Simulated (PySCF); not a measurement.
**Ge₂H₄: relaxation and vibrations of the singlet**

Aim: relax Ge₂H₄ as a singlet from a doubly bridged, trans start, check by its vibrations whether the end is a minimum, and collect its spectrum and constants.

Method: PBE0, basis Ge def2-TZVP, H def2-TZVP, no relativity, density fitting; program: PySCF 2.14.0.

**1. Where the work starts**

6 atoms, charge 0, spin multiplicity 1.

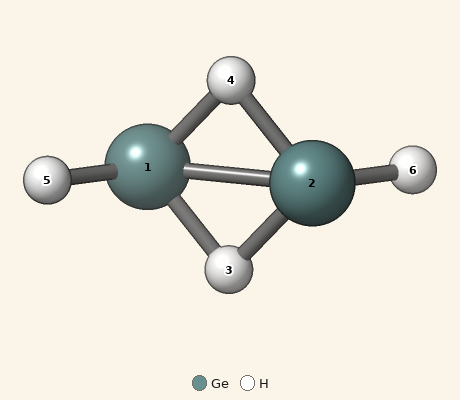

Start geometry, drawn with germanium teal, hydrogen white; atoms are numbered from 1 in the order of the file.

Coordinates in bohr (charge 0 multiplicity 1):
```
Ge    2.0902    0.0000    0.0000
Ge   -2.0902    0.0000    0.0000
H     0.0000    2.2414    0.0000
H     0.0000   -2.2414    0.0000
H     3.5359    0.0000    2.4865
H    -3.5359    0.0000   -2.4865
```

**2. First SCF at the start**

The steps below are one call of a driver around PySCF. For each, scf.py gives the equivalent set-up of the SCF; relaxations use the driver's own optimiser. After this first run the driver tries any further starts and a stability analysis.

Contents of scf.py:

```python
from pyscf import gto, scf, dft
mol = gto.M(atom='''
Ge     1.106100     0.000000     0.000000
Ge    -1.106100     0.000000     0.000000
H      0.000000     1.186100     0.000000
H      0.000000    -1.186100     0.000000
H      1.871100     0.000000     1.315800
H     -1.871100     0.000000    -1.315800''',
    basis={'Ge': 'def2-TZVP', 'H': 'def2-TZVP'},
    charge=0, spin=0)
mf = dft.RKS(mol, xc='PBE0')
mf.grids.atom_grid = (50, 194)
aux = {'Ge': 'def2-universal-JKFIT', 'H': 'def2-universal-JKFIT'}
mf = mf.density_fit(auxbasis=aux)
mf.conv_tol = 1e-08
mf.diis_space = 10
mf.max_cycle = 60
mf.init_guess = 'minao'
mf.verbose = 4
mf.kernel()
```

On the command line:

```console
OMP_NUM_THREADS=4 python axn.py task.json out
```

The runs that follow: Doubly bridged, trans start, singlet: relaxation; Hessian and properties.

What does the calculation give? Wanted: minimum; geometry; wavenumbers; dipole moment; highest occupied, lowest empty level; polar-tensor charge of Ge1; zero-point energy; atomisation energy.

As calculated:

| quantity | value |
| --- | --- |
| minimum | singlet, C2h |
| geometry | Ge–Ge 2.753 Å, Ge–H 1.593 Å (×2), Ge–H 1.751 Å (×4); Ge–Ge–H 38.2° (×4), Ge–Ge–H 86.3° (×2), Ge–H–Ge 103.6° (×2), H–Ge–H 76.4° (×2), H–Ge–H 87.1° (×4) |
| wavenumbers (cm⁻¹) | 213 (bu), 230 (ag), 644 (au), 750 (ag), 760 (bg), 772 (bu), 1224 (au), 1335 (bg), 1347 (bu), 1516 (ag), 1922 (ag), 1941 (bu) |
| dipole moment | 0.00 D |
| highest occupied, lowest empty level | -6.50, -2.58 eV |
| polar-tensor charge of Ge1 | +0.56 e |
| zero-point energy | 75.7 kJ/mol |
| entropy at 298.15 K | 291.0 J/(mol K) |
| atomisation energy (no zero-point energy) | 1332 kJ/mol |

**Reading.** The molecule stays C2h, as typed, and the end point is a minimum. The strongest infrared band lies at 1347 cm⁻¹ (bu). The dipole vanishes although Ge1 carries +0.6 e by the polar tensor: the bond dipoles cancel. Other starts or spin states, not run here, may lie lower.
